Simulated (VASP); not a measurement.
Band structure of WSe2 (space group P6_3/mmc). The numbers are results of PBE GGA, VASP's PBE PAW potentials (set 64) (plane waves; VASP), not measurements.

Unless said otherwise, spin-orbit coupling is left out, though it shifts the bands of the heavy elements here.

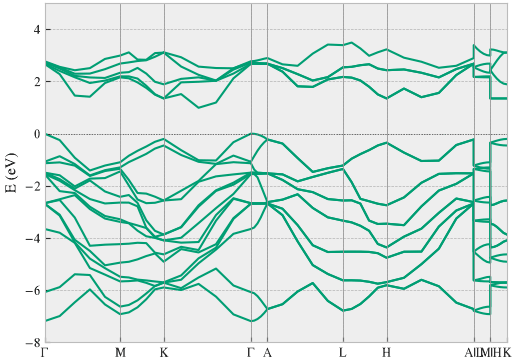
Figure. Bands along high-symmetry lines, zero at the valence-band maximum or, without a gap, the Fermi level

**Question.** Read the plot: is there a gap, and where are the band edges?

**Answer.** The gap is indirect, 0.99 eV, from the valence maximum at Γ to the conduction minimum at (0.20, 0.20, 0.00).

The structure is a typed WSe2 crystal (P6_3/mmc). The cell was not relaxed at this level. The k-mesh is coarse (spacing up to 0.48 per Å, 2π included), so the numbers may not be converged in it.
